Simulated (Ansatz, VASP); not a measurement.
# ZrBrN in two plane-wave programs

Wanted: the spread between two codes on one cell, functional and k mesh. The structure shown is the end of the VASP relaxation below.

Method: plane waves, with VASP 6.6.1 beside it; single point at PBEsol and band structure at PBEsol, in Ansatz 0.2.0.

## Step 1: The structure

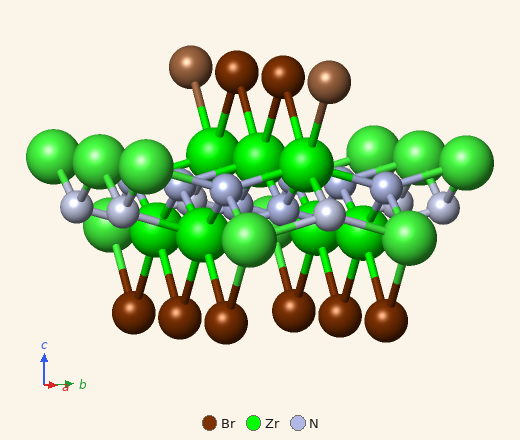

The cell as given, from the side, with the c axis up (bromine brown, zirconium green, nitrogen light blue). 2×1×1 cells are drawn. Some periodic images of atoms are drawn too.

The cell holds 6 atoms: 2 Br, 2 Zr and 2 N. Cell: a = 3.581 Å, b = 4.116 Å, c = 21.091 Å, α = 90.0°, β = 90.0°, γ = 90.0°. It derives from ZrBrN. As first built, before any earlier steps moved the atoms: kind sheets cut from a layered crystal; sheets 1. Vacuum lies along c.

## Step 2: VASP: relaxation, PBEsol

This run makes the geometry at which the two programs are then compared.

Lines of VASP's logs that name or quote its potential files are left out, and so is its time.

INCAR reads:

```
SYSTEM = ZrBrN
PREC = Normal
ENCUT = 400
EDIFF = 1E-05
NELM = 120
ISMEAR = 0
SIGMA = 0.05
LREAL = .FALSE.
ALGO = Fast
GGA = PS
NBANDS = 30
LORBIT = 11
LWAVE = .FALSE.
LCHARG = .FALSE.
KPAR = 2
IBRION = 2
NSW = 40
ISIF = 2
EDIFFG = -0.03
POTIM = 0.4
MAXMIX = 40
IDIPOL = 3
LDIPOL = .TRUE.
DIPOL = 0.5 0.5 0.5
```

POSCAR reads:

```
ZrBrN
1.0
    3.5810000000      0.0000000000      0.0000000000
    0.0000000000      4.1160000000      0.0000000000
    0.0000000000      0.0000000000     21.0907000000
Br Zr N
2 2 2
Direct
    0.5000000000      0.5000000000      0.6443930260
    0.0000000000      0.0000000000      0.3556069740
    0.0000000000      0.5000000000      0.5391923930
    0.5000000000      0.0000000000      0.4608076070
    0.0000000000      0.0000000000      0.5144393030
    0.5000000000      0.5000000000      0.4855606970
```

KPOINTS reads:

```
Automatic mesh
0
Gamma
7 6 1
0 0 0
```

PAW data sets: Br, Zr_sv and N (PBE family, release 64).

Launch:

```sh
$ mpirun -np 2 vasp_std
```

Numbers of over 12 decimals in the logs are rounded to 6 here.

Output:

```text
[banner, memory and clock lines left out]
running    2 mpi-ranks, on    1 nodes
 distrk:  each k-point on    1 cores,    2 groups
 distr:  one band on    1 cores,    1 groups

 POSCAR found type information on POSCAR BrZrN
 POSCAR found :  3 types and       6 ions
|                                                                             |
|               ----> ADVICE to this user running VASP <----                  |
|                                                                             |
|     You enforced a specific xc type in the INCAR file but a different       |
|     [... a line on the potential file left out ...]
|     I HOPE YOU KNOW WHAT YOU ARE DOING!                                     |
|                                                                             |

 LDA part: xc-table for (Slater+PW92), standard interpolation
 POSCAR, INCAR and KPOINTS ok, starting setup
 FFT: planning ... GRIDC
 FFT: planning ... GRID_SOFT
 FFT: planning ... GRID
 WAVECAR not read
 entering main loop
       N       E                     dE             d eps       ncg     rms          rms(c)
DAV:   1     0.396049503917E+03    0.39605E+03   -0.19935E+04  1160   0.108E+03
DAV:   2    -0.672678571134E+01   -0.40278E+03   -0.39300E+03  1314   0.304E+02
DAV:   3    -0.554042716524E+02   -0.48677E+02   -0.48122E+02  1416   0.991E+01
DAV:   4    -0.583589734066E+02   -0.29547E+01   -0.29474E+01  1434   0.232E+01
DAV:   5    -0.584634077660E+02   -0.10443E+00   -0.10442E+00  1386   0.356E+00    0.352E+01
RMM:   6    -0.486667263008E+02    0.97967E+01   -0.40982E+01  1028   0.255E+01    0.156E+01
RMM:   7    -0.490087188915E+02   -0.34199E+00   -0.75113E+00  1288   0.110E+01    0.545E+00
RMM:   8    -0.490280438815E+02   -0.19325E-01   -0.10804E+00  1374   0.440E+00    0.125E+00
RMM:   9    -0.490630216141E+02   -0.34978E-01   -0.50519E-01  1541   0.230E+00    0.767E-01
RMM:  10    -0.490709525617E+02   -0.79309E-02   -0.15191E-01  1409   0.166E+00    0.510E-01
RMM:  11    -0.490753463661E+02   -0.43938E-02   -0.84354E-02  1503   0.108E+00    0.320E-01
RMM:  12    -0.490779365876E+02   -0.25902E-02   -0.32993E-02  1536   0.679E-01    0.138E-01
RMM:  13    -0.490798875132E+02   -0.19509E-02   -0.19115E-02  1564   0.481E-01    0.859E-02
RMM:  14    -0.490806839858E+02   -0.79647E-03   -0.64943E-03  1603   0.302E-01    0.456E-02
RMM:  15    -0.490810823013E+02   -0.39832E-03   -0.34765E-03  1509   0.194E-01    0.544E-02
RMM:  16    -0.490812689380E+02   -0.18664E-03   -0.14233E-03  1507   0.154E-01    0.223E-02
RMM:  17    -0.490813547931E+02   -0.85855E-04   -0.87259E-04  1357   0.102E-01    0.413E-02
RMM:  18    -0.490814106557E+02   -0.55863E-04   -0.34870E-04  1302   0.761E-02    0.257E-02
RMM:  19    -0.490814451954E+02   -0.34540E-04   -0.19700E-04  1166   0.545E-02    0.136E-02
RMM:  20    -0.490814564186E+02   -0.11223E-04   -0.89798E-05  1007   0.410E-02    0.111E-02
RMM:  21    -0.490814621386E+02   -0.57200E-05   -0.50979E-05   944   0.328E-02
   1 F= -.49081462E+02 E0= -.49081462E+02  d E =-.490815E+02
[... from here on, the cycles between the ionic steps are left out ...]
   2 F= -.49248959E+02 E0= -.49248959E+02  d E =-.167497E+00
   3 F= -.49249009E+02 E0= -.49249009E+02  d E =-.167547E+00
   4 F= -.49259448E+02 E0= -.49259448E+02  d E =-.104391E-01
   5 F= -.49268368E+02 E0= -.49268368E+02  d E =-.193588E-01
   6 F= -.49268697E+02 E0= -.49268697E+02  d E =-.196880E-01
   7 F= -.49270102E+02 E0= -.49270102E+02  d E =-.140505E-02
   8 F= -.49270686E+02 E0= -.49270686E+02  d E =-.198885E-02
   9 F= -.49270992E+02 E0= -.49270992E+02  d E =-.305536E-03
 trial-energy change:   -0.000306  1 .order   -0.000315   -0.001333    0.000703
 step:   1.0396(harm=  1.0396)  dis= 0.00393  next Energy=   -49.271122 (dE=-0.436E-03)
 bond charge predicted
       N       E                     dE             d eps       ncg     rms          rms(c)
DAV:   1    -0.492710407020E+02   -0.51407E-04   -0.48462E-02   978   0.137E+00    0.785E-02
RMM:   2    -0.492710906300E+02   -0.49928E-04   -0.82531E-04   985   0.182E-01    0.227E-02
RMM:   3    -0.492711053537E+02   -0.14724E-04   -0.13287E-04  1035   0.585E-02    0.589E-03
RMM:   4    -0.492711061740E+02   -0.82024E-06   -0.18860E-05   638   0.211E-02
  10 F= -.49271106E+02 E0= -.49271106E+02  d E =-.420107E-03
 curvature:  -0.93 expect dE=-0.153E-05 dE for cont linesearch -0.142E-05
 trial: gam=-0.02444 g(F)=  0.164E-05 g(S)=  0.000E+00 ort = 0.480E-04 (trialstep = 0.148E+01)
 search vector abs. value=  0.195E-06
 reached required accuracy - stopping structural energy minimisation
```

From OUTCAR (step 2):

```text
ion  position               nearest neighbor table
   1  0.500  0.500  0.644-   3 2.85   3 2.85
   2  0.000  0.000  0.356-   4 2.85   4 2.85
   3  0.000  0.500  0.539-   6 2.12   6 2.12   5 2.12   5 2.12   1 2.85   1 2.85   4 3.19   4 3.19
                             4 3.19   4 3.19
   4  0.500  0.000  0.461-   5 2.12   5 2.12   6 2.12   6 2.12   2 2.85   2 2.85   3 3.19   3 3.19
                             3 3.19   3 3.19
   5  0.000  0.000  0.514-   4 2.12   4 2.12   3 2.12   3 2.12
   6  0.500  0.500  0.486-   3 2.12   3 2.12   4 2.12   4 2.12

  LATTYP: Found a simple orthorhombic cell.
 ALAT       =     3.5810000000
 B/A-ratio  =     1.1493996090
 C/A-ratio  =     5.8896118403

 Subroutine GETGRP returns: Found  8 space group operations
 (whereof  4 operations were pure point group operations)

The static configuration has the point symmetry C_2v.
 The point group associated with its full space group is D_2h.

 Found     16 irreducible k-points:

   k-points           NKPTS =     16   k-points in BZ     NKDIM =     16   number of bands    NBANDS=     30

   dimension x,y,z NGX =    18 NGY =   20 NGZ =  108
   dimension x,y,z NGXF=    36 NGYF=   40 NGZF=  216

   ENCUT  =  400.0 eV  29.40 Ry    5.42 a.u.   5.84  6.71 34.39*2*pi/ulx,y,z

   NELECT =      48.0000    total number of electrons

 k-points in reciprocal lattice and weights: Automatic mesh
   0.00000000  0.00000000  0.00000000       0.024
   0.14285714  0.00000000  0.00000000       0.048
   0.28571429  0.00000000  0.00000000       0.048
   0.42857143  0.00000000  0.00000000       0.048
   0.00000000  0.16666667  0.00000000       0.048
   0.14285714  0.16666667  0.00000000       0.095
   0.28571429  0.16666667  0.00000000       0.095
   0.42857143  0.16666667  0.00000000       0.095
   0.00000000  0.33333333  0.00000000       0.048
[...]
0.28571429  0.50000000  0.00000000       0.048
   0.42857143  0.50000000  0.00000000       0.048

 dipolmoment           0.000000      0.000000      0.000000 electrons x Angstroem

 average (electrostatic) potential at core
       1 -67.1176       2 -67.1176       3 -85.2503       4 -85.2503       5 -69.5504
       6 -69.5504

 E-fermi :  -2.1547

 k-point     1 :       0.0000    0.0000    0.0000
  band No.  band energies     occupation
    ...
     20      -3.9928      2.00000
     21      -3.8444      2.00000
     22      -3.4493      2.00000
     23      -2.9273      2.00000
     24      -2.4203      2.00000
     25      -0.6785      0.00000
     26       0.8120      0.00000
     27       0.8803      0.00000
     28       1.8629      0.00000
     29       1.9496      0.00000
    ...

 k-point     2 :       0.1429    0.0000    0.0000
  band No.  band energies     occupation
    ...
     20      -4.0644      2.00000
     21      -4.0066      2.00000
     22      -3.7995      2.00000
     23      -3.4074      2.00000
     24      -2.9284      2.00000
     25      -0.1047      0.00000
     26       1.1738      0.00000
     27       1.2262      0.00000
     28       1.8416      0.00000
     29       1.8877      0.00000
    ...

 k-point     3 :       0.2857    0.0000    0.0000
  band No.  band energies     occupation
    ...
     20      -4.4639      2.00000
     21      -3.7960      2.00000
     22      -3.6599      2.00000
     23      -3.3812      2.00000
     24      -3.2889      2.00000
     25       0.6573      0.00000
     26       1.0011      0.00000
     27       1.3856      0.00000
     28       1.6517      0.00000
     29       1.8920      0.00000
    ...

  Total       -0.8935232     -1.2947617     -1.0751591      0.0000000      0.0000000      0.0000000
  in kB       -4.6051707     -6.6731324     -5.5413122      0.0000000      0.0000000      0.0000000
  external PRESSURE =      -5.6065384 kB  Pullay stress =       0.0000000 kB

  energy-cutoff  :      400.00
  volume of cell :      310.86
      direct lattice vectors                 reciprocal lattice vectors
     3.581000000  0.000000000  0.000000000     0.279251606  0.000000000  0.000000000
     0.000000000  4.116000000  0.000000000     0.000000000  0.242954325  0.000000000
     0.000000000  0.000000000 21.090700000     0.000000000  0.000000000  0.047414263

 POSITION                                       TOTAL-FORCE (eV/Angst)
 -----------------------------------------------------------------------------------
      1.79050      2.05800     13.49945         0.000000      0.000000     -0.003897
      0.00000      0.00000      7.59125         0.000000      0.000000      0.003897
      0.00000      2.05800     11.42016         0.000000      0.000000      0.000550
      1.79050      0.00000      9.67054         0.000000      0.000000     -0.000550
      0.00000      0.00000     10.83335         0.000000      0.000000      0.002396
      1.79050      2.05800     10.25735         0.000000      0.000000     -0.002396
 -----------------------------------------------------------------------------------
    total drift:                                0.000000      0.000000      0.000000

  FREE ENERGIE OF THE ION-ELECTRON SYSTEM (eV)
  ---------------------------------------------------
  free  energy   TOTEN  =       -49.2711061740 eV

  energy  without entropy=      -49.2711061740  energy(sigma->0) =      -49.27110617

 reached required accuracy - stopping structural energy minimisation

 vacuum level on the upper side and lower side of the slab         3.837         3.837

 total charge
# of ion       s       p       d       tot
------------------------------------------
    1        1.604   3.255   0.014   4.873
    2        1.604   3.255   0.014   4.873
    3        2.186   6.038   1.564   9.789
    4        2.186   6.038   1.564   9.789
    5        1.271   2.451   0.000   3.722
    6        1.271   2.451   0.000   3.722
--------------------------------------------------
tot         10.124  23.487   3.157  36.768

[... 3 further parts left out ...]
```

CONTCAR:

```
ZrBrN
   1.00000000000000
     3.5810000000000000    0.0000000000000000    0.0000000000000000
     0.0000000000000000    4.1159999999999997    0.0000000000000000
     0.0000000000000000    0.0000000000000000   21.0906999999999982
  Br              Zr              N
     2     2     2
Direct
     0.5000000000000000    0.5000000000000000    0.6400665141242734
     0.0000000000000000    0.0000000000000000    0.3599334858757266
     0.0000000000000000    0.5000000000000000    0.5414784841056827
     0.5000000000000000    0.0000000000000000    0.4585215158943173
     0.0000000000000000    0.0000000000000000    0.5136551376618430
     0.5000000000000000    0.5000000000000000    0.4863448623381572
```

## Step 3: Ansatz: single point, PBEsol

Ansatz runs on its default PAW (the set named soft_2) files.

The same cell, functional, mesh and smearing now go to Ansatz, which takes its cutoff from its data sets.

input.yaml reads:

```yaml
crystal:
  lattice:
    - [3.581, 0.0, 0.0]
    - [0.0, 4.116, 0.0]
    - [0.0, 0.0, 21.0907]
  atoms:
    - { symbol: Br, position: [0.5, 0.5, 0.64006651] }
    - { symbol: Br, position: [0.0, 0.0, 0.35993349] }
    - { symbol: Zr, position: [0.0, 0.5, 0.54147848] }
    - { symbol: Zr, position: [0.5, 0.0, 0.45852152] }
    - { symbol: "N", position: [0.0, 0.0, 0.51365514] }
    - { symbol: "N", position: [0.5, 0.5, 0.48634486] }
hamiltonian:
  xc: pbesol
  pseudopotentials: { kind: paw }
kpoints:
  mp_grid: { grid: [7, 6, 1] }
scf:
  occupations: { method: gaussian, width: 0.05 }
  n_extra_bands: 5
efield:
  axis: 3
  dipole_correction: true
  ramp_width: 0.04
output:
  forces: true
  eigenvalues: true
```

Launch:

```sh
$ ansatz run input.yaml --threads 4 --pin off --max-ram 9216MiB --backend cpu --events-out ev --progress --plain --runs-dir out
```

Output:

```text
scf.n_extra_bands = 5 over 24 filled bands (N_el = 48.0): the run solves 29 bands
Engine: ansatz 0.2.0, aarch64-unknown-linux-gnu
Pseudopotentials: kind: paw
Pseudopotential: Br, paw, valence charge 7, recommended cutoff 420 eV (normal), Br.paw.azcp
Pseudopotential: Zr, paw, valence charge 12, recommended cutoff 420 eV (normal), Zr.paw.azcp
Pseudopotential: N, paw, valence charge 5, recommended cutoff 420 eV (normal), N.paw.azcp
Functional definition: PBEsol
  exchange = pbesol_x
  correlation = pbesol_c
Crystal: 6 atoms, lattice volume = 310.864 Å³
Basis set: ecut = 420 eV, 6021 PW (Γ), exchange–correlation on 48×60×288 points (8 copies of the dense FFT grid, shifted against one another)
Bands: 29, of which v1, the nominal top of the filled ones, is band 24 counted from 1 (23 counted from 0)
Symmetry: 4 space group operations
k-points: 16 of 42
Non-local potential: Br, projectors of the file, l = 0: 2, l = 1: 2, l = 2: 2
Non-local potential: Zr, projectors of the file, l = 0: 3, l = 1: 2, l = 2: 2, l = 3: 2
Non-local potential: N, projectors of the file, l = 0: 2, l = 1: 2, l = 2: 1
PAW form: soft (Blöchl's): semilocal exchange-correlation on the pseudo side does not see the compensation charge
PAW frozen core: Br, regenerated for the run's functional, and the local potential with it (the file was generated under x = pbe(κ = 0.804, μ = 0.219515), c = pbe(β = 0.066725))
PAW frozen core: Zr, regenerated for the run's functional, and the local potential with it (the file was generated under x = pbe(κ = 0.804, μ = 0.219515), c = pbe(β = 0.066725))
PAW frozen core: N, regenerated for the run's functional, and the local potential with it (the file was generated under x = pbe(κ = 0.804, μ = 0.219515), c = pbe(β = 0.066725))
PAW one-centre angular grid: Br, 110 points (default); XC on 64 Gauss nodes
PAW one-centre angular grid: Zr, 590 points (default); XC on 64 Gauss nodes
PAW one-centre angular grid: N, 110 points (default); XC on 64 Gauss nodes
Initial density: superposition of atomic densities (neutral atoms: chi_scale 0, normalization atom), corrected by the library's trained network
Initial wavefunctions: pseudopotential atomic-orbital guess
Functional: x = pbesol(κ = 0.804, μ = 0.123457), c = pbesol(β = 0.046)
SCF iter   1: F=—  HF=-14497.386525 eV  |F-HF|=—  |Δ(HF+E_count)|=         —  Δρ=5.93e-3  dr2=1.25e-1  ethr=1.77e-3  p=0.000 e·Å  D=1.52e-14 V/Å  ΔV_dip=-0.00 eV  dr2_dipole=1.02e-8  V_vac-E_F(+/−)=5.56/5.56 eV  ⟨swp⟩=9.1  Hψ=2491  notcnv=0
efield: sawtooth ramp at fractional position 0.9800 (placed from the atoms, in the widest stretch of the axis that holds none; the zero of the levels goes with the place), width 0.0400; the density the first Hamiltonian is built on has a dipole p = 0.000 e·Å; the dipole correction subtracts the counter field D = 1.52e-14 V/Å, which shifts the + side's vacuum level by -0.00 eV against the − side's; the planar-averaged density in the ramp window peaks in size at 3.4e-5 e/Å³
preconditioner: auto → Resta (q_TF=auto, 1.998 Å⁻¹)  ε∞=2.9  [insulator: Δε(μ)=1.575 eV  Ē_g=8.640 eV  σ=0.050 eV  W_gap=1.00  n_scr=44 (ndim 8)  ℏωp=11.9 eV  f_vac=0.582  D(μ)=0.00/eV (n_scr^D=0)  ε∞_Penn≈2.9  vacuum switching on, ρ_ref=5.4e-3 e/Å³]
SCF iter   2: F=—  HF=-14497.369315 eV  |F-HF|=—  |Δ(HF+E_count)|=   1.72e-2  Δρ=2.99e-3  dr2=3.02e-2  ethr=2.60e-4  p=-0.000 e·Å  D=-1.80e-5 V/Å  ΔV_dip=0.00 eV  dr2_dipole=1.98e-8  V_vac-E_F(+/−)=5.62/5.62 eV  ⟨swp⟩=2.4  Hψ=887  notcnv=0  defer=16
SCF iter   3: F=—  HF=-14497.363698 eV  |F-HF|=—  |Δ(HF+E_count)|=   5.62e-3  Δρ=8.17e-4  dr2=1.77e-3  ethr=6.30e-5  p=-0.000 e·Å  D=-1.41e-6 V/Å  ΔV_dip=0.00 eV  dr2_dipole=2.65e-10  V_vac-E_F(+/−)=5.56/5.56 eV  ⟨swp⟩=2.0  Hψ=730  notcnv=0  defer=16
SCF iter   4: F=—  HF=-14497.364308 eV  |F-HF|=—  |Δ(HF+E_count)|=   6.10e-4  Δρ=1.76e-4  dr2=1.18e-4  ethr=3.69e-6  p=0.000 e·Å  D=2.11e-6 V/Å  ΔV_dip=-0.00 eV  dr2_dipole=7.36e-13  V_vac-E_F(+/−)=5.53/5.53 eV  ⟨swp⟩=2.4  Hψ=904  notcnv=0  defer=16
SCF iter   5: F=—  HF=-14497.364330 eV  |F-HF|=—  |Δ(HF+E_count)|=   2.22e-5  Δρ=5.42e-5  dr2=1.00e-5  ethr=2.46e-7  p=0.000 e·Å  D=1.51e-6 V/Å  ΔV_dip=-0.00 eV  dr2_dipole=4.59e-11  V_vac-E_F(+/−)=5.51/5.51 eV  ⟨swp⟩=2.0  Hψ=631  notcnv=0  defer=16
SCF iter   6: F=—  HF=-14497.364597 eV  |F-HF|=—  |Δ(HF+E_count)|=   2.67e-4  Δρ=2.18e-5  dr2=1.53e-6  ethr=2.09e-8  p=-0.000 e·Å  D=-1.16e-6 V/Å  ΔV_dip=0.00 eV  dr2_dipole=1.39e-10  V_vac-E_F(+/−)=5.51/5.51 eV  ⟨swp⟩=2.6  Hψ=938  notcnv=0  defer=16
SCF iter   7: F=-14497.364597 eV  HF=-14497.364597 eV  |F-HF|=1.06e-7  |Δ(HF+E_count)|=   2.75e-8  Δρ=4.21e-6  dr2=7.73e-8  ethr=2.08e-10  p=0.000 e·Å  D=2.38e-6 V/Å  ΔV_dip=-0.00 eV  dr2_dipole=4.42e-10  V_vac-E_F(+/−)=5.51/5.51 eV  ⟨swp⟩=9.9  Hψ=2700  notcnv=0
SCF 1 converged in 7 iterations: F = -14497.364597 eV  dr2 = 7.73e-8
  greatest PAW one-centre occupation: 0.996 electrons in one spin orbital (limit 2), on the Zr atom at site 2 (counted from 0), in its partial waves of l = 0
SCF converged after 7 iterations
Free energy (F): -14497.364597 eV
Harris-Foulkes:  -14497.364597 eV  (|F-HF|=1.06e-7)
Internal energy: -14497.364597 eV  (E = F + TS)
E sigma→0 (E₀):  -14497.364597 eV
Fermi energy:    -0.246918 eV
Dipole field:    D = -0.000020 V/Å  (p = -0.000035 e·Å, saw-weighted, corrected)
Work function:   Φ+ = 5.5082 eV   Φ− = 5.5078 eV
Levels:          The Fermi level and band energies are counted from a zero that moves with the ramp; work functions are not
--- Per-component energies (eV) ---
  E_band       = -727.361225
  E_kinetic    = 1197.155846
  E_local      = -27706.462816  (includes V_loc(G=0)·N_el)
  E_nonlocal   = 390.481740
  E_hartree    = 13178.554197
  E_xc         = -965.561273
  E_vxc        = -743.548700  (∫ρ·V_xc dr)
  E_paw        = -10448.829945  (= ΣΔE_a)
  E_vpaw       = -222.086693  (= ΣTr[D̂ρ^β])
  E_aug_tail   = 0.000234  (compensation charges beyond the density's cutoff)
  E_efield     = 0.000000  (sawtooth field / dipole correction)
  E_vefield    = 0.000000  (∫n·V_field dr)
  E_ewald      = 9856.725240
  E_core_change = 0.572179  (= ΣΔE_core)
  E_smearing   = -0.000000  (= −TS)
  E_closure    = 0.000000  (closes the sum)
  Σ components = -14497.364597   (vs F -14497.364597, Δ=0.00e0)
--- Forces (eV/Å), atoms counted from 1 ---
  atom   1  Br     0.00000000     0.00000000    -0.01524854
  atom   2  Br     0.00000000     0.00000000     0.01526948
  atom   3  Zr     0.00000000     0.00000000    -0.04958803
  atom   4  Zr     0.00000000     0.00000000     0.04956323
  atom   5  N      0.00000000     0.00000000    -0.01564387
  atom   6  N      0.00000000     0.00000000     0.01570534
  max |Σ_I F_I| component: 5.76e-5 eV/Å
--- Band table (eV; the first three rows and the last of 16) ---
  k-point 0: bands = [... 20 lower, -2.5492, -2.1530, -1.6290, -1.1196, 0.6257, 2.1100, 2.1773, 3.1603, ... 1 higher]
  k-point 1: bands = [... 20 lower, -2.7450, -2.1460, -1.8414, -1.4706, 1.2721, 2.0157, 2.3143, 2.5180, ... 1 higher]
  k-point 2: bands = [... 20 lower, -2.7137, -2.3883, -2.1216, -2.0199, 1.9228, 1.9912, 2.2586, 2.3460, ... 1 higher]
  k-point 15: bands = [... 20 lower, -2.7955, -2.7954, -2.6111, -2.6110, 1.8768, 1.8768, 2.2297, 2.2298, ... 1 higher]
```

It took 4.5 s on 4 threads of Arm Neoverse V1, shared host; peak memory 0.6 GiB.

Reading the cycles: dr2 is the Hartree energy of the density residual (eV), the measure of convergence; HF is the Harris–Foulkes estimate of the energy, which meets the free energy F at convergence.

## Step 4: Differences

Known differences besides the PAW data sets themselves: the cutoff is 420 eV in Ansatz and 400 eV in VASP (PREC = Normal); Ansatz makes its cores anew for this functional, VASP keeps those of its PBE data sets; VASP leaves aspherical gradient terms in its spheres out (LASPH is not set), Ansatz keeps them. Total energies have different zeros and are not compared.

The two programs side by side:

| quantity | Ansatz | VASP | difference |
| --- | --- | --- | --- |
| gap on the k mesh (eV) | 1.745 | 1.742 | +0.003 |

At this near-relaxed geometry the largest component of a force difference is 50 meV/Å.

(Continued in part 2 of 2.)

[Lines on the potential files, build, host, timing and source positions are cut from VASP's logs without a mark.]

[Logs are printed without paths, hosts, clocks, repeated set-up lines and the standing remarks that a program may print on its own settings, such as how far it seeks lower states.]

[Hosts, paths, dates, database ids (printed as entryN), source tags and the programs' standing remarks are cut or masked in the printed files.]
